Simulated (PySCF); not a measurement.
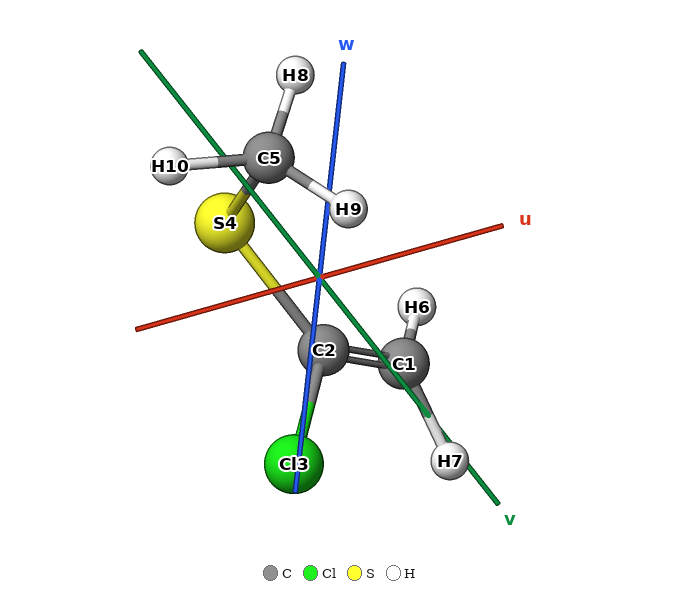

The lines u, v and w are the principal axes of the static dipole polarisability. Geometry: a frame of a GFN2-xTB molecular-dynamics simulation, not a minimum. Level of theory: PBE0/def2-SVPD (PySCF 2.14.0).

### Along which axis is the molecule most polarisable, and along which least?

Most along v (close to the long direction C1···C5), least along u.

### Give the three principal values.

u 57.3, v 93.2, w 72.8 bohr³; mean 74.4, anisotropy 31.2 bohr³.
